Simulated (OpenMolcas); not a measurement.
# Energy and gradient calculation, with input and output: CH3FSn (part 2 of 2)

The same run, continued: CH3FSn; PBE/def2-SVP, RKS (OpenMolcas 26.06). The geometry comes from this level: PBE0-D4/def2-TZVP.

Geometry of the input (Å):
```
C  -0.3898  0.4212  -0.2829
Sn 0.2571  -0.6205  1.5136
F  1.6216  -1.6341  0.5541
H  -0.6849  -0.3178  -1.0339
H  0.4581  0.9794  -0.6919
H  -1.2200  1.1077  -0.1052
```

**The program's output, continued**
```
++ Convergence information
                                   PBE        iterations: Energy and convergence statistics

Iter     Tot. PBE        One-elec.       Two-elec.     Energy      Max Dij or  Max Fij      DNorm      TNorm      AccCon     Time
         Energy          Energy          Energy        Change      Delta Norm                                                in Sec.
   1  -334.414895951  -821.126992838   364.824966084   0.00E+00    7.12E-01*   1.68E+01*    1.02E+01   1.48E+02   None         1.
   2  -347.352908530  -837.540061661   368.300022329  -1.29E+01*   4.23E-01*   9.65E-01*    9.28E+00   1.48E+02   EDIIS        1.
   3  -325.600575181  -843.971261662   396.483555678   2.18E+01*   6.33E-01*   2.15E-01*    1.37E+01   1.50E+02   EDIIS        1.
   4  -351.576417194  -854.445784905   380.982236909  -2.60E+01*   6.24E-01*   2.71E-01*    6.44E+00   1.51E+02   EDIIS        1.
   5  -352.583400245  -842.776686602   368.306155555  -1.01E+00*   3.83E-01*   1.84E-01*    4.87E+00   1.48E+02   EDIIS        1.
   6  -353.535917795  -847.019264437   371.596215840  -9.53E-01*   2.87E-01*   1.04E-01*    2.46E+00   1.50E+02   EDIIS        1.
   7  -353.578583230  -848.638826980   373.173112948  -4.27E-02*   4.69E-01*   9.86E-02*    1.85E+00   1.49E+02   EDIIS        1.
   8  -353.630916083  -844.059989761   368.541942876  -5.23E-02*   1.41E-01*   5.10E-02*    1.31E+00   1.49E+02   EDIIS        1.
   9  -353.792319349  -848.192277111   372.512826959  -1.61E-01*   1.00E-01*   2.09E-02*    4.72E-01   1.50E+02   c2DIIS       1.
  10  -353.796656514  -846.829802478   371.146015162  -4.34E-03*   1.71E-02*   1.04E-02*    4.03E-01   1.49E+02   c2DIIS       1.
  11  -353.808995047  -847.120535016   371.424409167  -1.23E-02*   2.14E-02*   3.14E-03*    8.03E-02   1.49E+02   QNRc2DIIS    1.
  12  -353.808569691  -847.272643785   371.576943292   4.25E-04*   1.49E-02*   7.78E-03*    8.85E-02   1.49E+02   QNRc2DIIS    1.
  13  -353.809082050  -847.164432780   371.468219929  -5.12E-04*   2.53E-03*   5.69E-04*    5.76E-02   1.49E+02   QNRc2DIIS    1.
  14  -353.809089638  -847.176170550   371.479950110  -7.59E-06*   5.29E-04*   2.79E-04*    1.08E-02   1.49E+02   QNRc2DIIS    1.
  15  -353.809090448  -847.167096946   371.470875696  -8.10E-07*   6.37E-05*   1.97E-05*    2.01E-03   1.49E+02   QNRc2DIIS    1.
  16  -353.809090453  -847.168643744   371.472422489  -5.36E-09*   1.79E-05*   8.21E-06*    4.31E-04   1.49E+02   QNRc2DIIS    1.
  17  -353.809090454  -847.168197557   371.471976301  -7.34E-10*   2.18E-06    4.86E-07*    1.22E-04   1.49E+02   QNRc2DIIS    1.
  18  -353.809090454  -847.168204233   371.471982977  -4.26E-12    7.13E-07    2.44E-07*    1.01E-05   1.49E+02   QNRc2DIIS    1.
  19  -353.809090454  -847.168205495   371.471984239  -7.39E-13    8.93E-08    2.46E-08     3.35E-06   1.49E+02   QNRc2DIIS    1.

       Convergence after  19 Iterations
--

 *****************************************************************************************************************************
 *                                             SCF/KS-DFT Program, Final results                                             *
 *                                                       Final Results                                                       *
 *****************************************************************************************************************************

::    Total KS-DFT energy                            -353.8090904537
      One-electron energy                            -847.1682054947
      Two-electron energy                             371.4719842387
      Nuclear repulsion energy                        121.8871308022
      Kinetic energy (interpolated)                   220.8567941559
      Virial theorem                                    1.6019841808
      Total spin, S(S+1)                                0.0000000000
      Total spin, S                                     0.0000000000
      Max non-diagonal density matrix element           0.0000000731
      Max non-diagonal Fock matrix element              0.0000000071

      All orbitals with orbital energies smaller than  E(LUMO)+0.5 are printed

++    Molecular orbitals:
      -------------------

      Title: RKS-DFT orbitals

      Molecular orbitals for symmetry species 1: a

          Orbital            1         2         3         4         5         6         7         8         9        10
          Energy          -24.1907   -9.8779   -4.8951   -3.2836   -3.2750   -3.2684   -0.9962   -0.9435   -0.9410   -0.9380
          Occ. No.          2.0000    2.0000    2.0000    2.0000    2.0000    2.0000    2.0000    2.0000    2.0000    2.0000

          Orbital           11        12        13        14        15        16        17        18        19        20
          Energy           -0.9310   -0.9094   -0.6077   -0.4148   -0.3531   -0.3512   -0.3015   -0.2964   -0.2864   -0.1997
          Occ. No.          2.0000    2.0000    2.0000    2.0000    2.0000    2.0000    2.0000    2.0000    2.0000    2.0000

          Orbital           21        22        23        24        25        26        27        28        29        30
          Energy           -0.1135   -0.0279    0.0222    0.0786    0.1100    0.1108    0.1658    0.2155    0.2407    0.2574
          Occ. No.          0.0000    0.0000    0.0000    0.0000    0.0000    0.0000    0.0000    0.0000    0.0000    0.0000

          Orbital           31        32        33
          Energy            0.2916    0.3230    0.3412
          Occ. No.          0.0000    0.0000    0.0000

--

++    Molecular charges:
      ------------------

      Mulliken charges per centre and basis function type
      ---------------------------------------------------

                C1      SN2     F3      H4      H5      H6
      1s       3.1539  3.9112  3.9472  0.9124  0.9129  0.9268
      2px      1.0149  2.2877  1.7731  0.0061  0.0105  0.0098
      2pz      1.1113  2.7824  1.8584  0.0102  0.0079  0.0071
      2py      1.0361  2.3154  1.8144  0.0098  0.0077  0.0085
      3d2+     0.0011  2.0275  0.0005  0.0000  0.0000  0.0000
      3d1+     0.0018  2.0307  0.0006  0.0000  0.0000  0.0000
      3d0      0.0018  2.0327  0.0003  0.0000  0.0000  0.0000
      3d1-     0.0035  2.0333  0.0004  0.0000  0.0000  0.0000
      3d2-     0.0056  2.0239  0.0006  0.0000  0.0000  0.0000
      Total    6.3299 21.4448  9.3956  0.9385  0.9390  0.9522

      N-E     -0.3299  0.5552 -0.3956  0.0615  0.0610  0.0478

      Total electronic charge=   40.000000

      Total            charge=   -0.000000
--

++    Molecular properties:
      ---------------------

      Charge (e):
                      =   -0.0000
      Dipole Moment (debye):
      Origin of the operator (angstrom)=    0.3606   -0.6406    1.2134
                   X= -1.6568E+00               Y=  1.3238E+00               Z=  8.0251E-01           Total=  2.2675E+00
      Quadrupole Moment (debye*angstrom):
      Origin of the operator (angstrom)=    0.3606   -0.6406    1.2134
                  XX= -3.6810E+01              XY=  3.3920E+00              XZ=  1.4255E+00              YY= -3.5830E+01
                  YZ=  2.3932E-03              ZZ= -3.8023E+01
      In traceless form (debye*angstrom)
                  XX=  1.1640E-01              XY=  5.0881E+00              XZ=  2.1382E+00              YY=  1.5863E+00
                  YZ=  3.5899E-03              ZZ= -1.7027E+00
--

--- Stop Module: scf /rc=_RC_ALL_IS_WELL_ ---
--- Module scf spent 16 seconds ---

--- Start Module: alaska ---

                                              &ALASKA

                       available to each process: 1.9 GB of memory, 1 thread

                     Threshold for contributions to the gradient: 1.000E-07

                    ********************************************
                    * Symmetry Adapted Cartesian Displacements *
                    ********************************************

           Irreducible representation : a
           Basis function(s) of irrep: x, y, xy, Rz, z, xz, Ry, yz, Rx, I

 Basis Label        Type   Center Phase
   1   C1           x         1     1
   2   C1           y         1     1
   3   C1           z         1     1
   4   SN2          x         2     1
   5   SN2          y         2     1
   6   SN2          z         2     1
   7   F3           x         3     1
   8   F3           y         3     1
   9   F3           z         3     1
  10   H4           x         4     1
  11   H4           y         4     1
  12   H4           z         4     1
  13   H5           x         5     1
  14   H5           y         5     1
  15   H5           z         5     1
  16   H6           x         6     1
  17   H6           y         6     1
  18   H6           z         6     1

                     No automatic utilization of translational and rotational invariance of the energy is employed.

 DFT contribution computed for a moving grid.

 Conventional ERI gradients!

 **************************************************
 *              Molecular gradients               *
 **************************************************

  Irreducible representation: a
 ------------------------------------------------------------------------------------------
                              X                       Y                       Z
 ------------------------------------------------------------------------------------------
  C1                3.98318748627613E-04    2.30602365586030E-04   -2.24757478940507E-03
  SN2               7.35472599253928E-03   -2.97250286328365E-03   -1.52334099161990E-02
  F3               -1.06534906851046E-02    8.01904942905907E-03    7.10254927848464E-03
  H4                2.84814163081082E-03    7.17177640945943E-03    7.61917896479458E-03
  H5               -8.27620581203492E-03   -5.48098954335297E-03    4.24847962728814E-03
  H6                8.32851012506852E-03   -6.96793579749100E-03   -1.48922316488748E-03
 ------------------------------------------------------------------------------------------

--- Stop Module: alaska /rc=_RC_ALL_IS_WELL_ ---
--- Module alaska spent 3 seconds ---

.##################.
.# Happy landing! #.
.##################.

    Timing: Wall=21.73 User=18.84 System=2.88
```

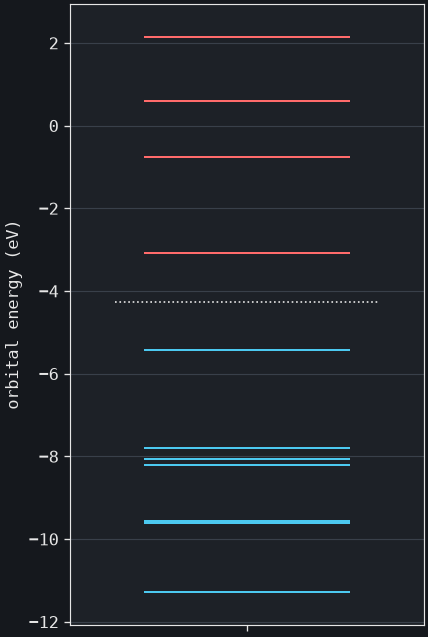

*Orbital energies near the frontier; the dotted line parts filled from empty levels, and levels within 0.02 eV of each other stand side by side.*

Highest filled −5.43 eV, lowest empty −3.09 eV, 2.34 eV apart.

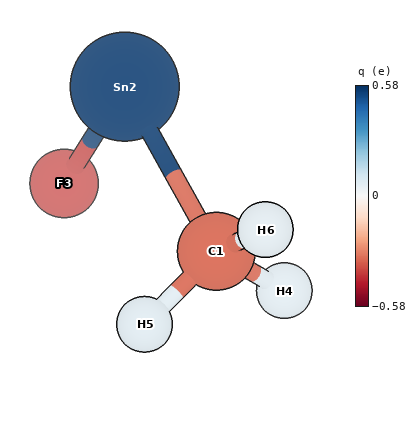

*Mulliken charges, as the colour of each atom (ball-and-stick view, seen at a tilt; atoms are numbered from 1 in the order of the input).*

By element: C −0.33, Sn +0.56, F −0.40 and H +0.05 to +0.06 e.

**Key numbers**

```csv
quantity,value
outcome,converged
total energy,−353.809090 hartree
basis functions,69
largest force,0.883 eV/Å
HOMO,−5.43 eV
LUMO,−3.09 eV
dipole moment,2.27 debye
wall time,22 s
peak memory,0.41 GiB
```
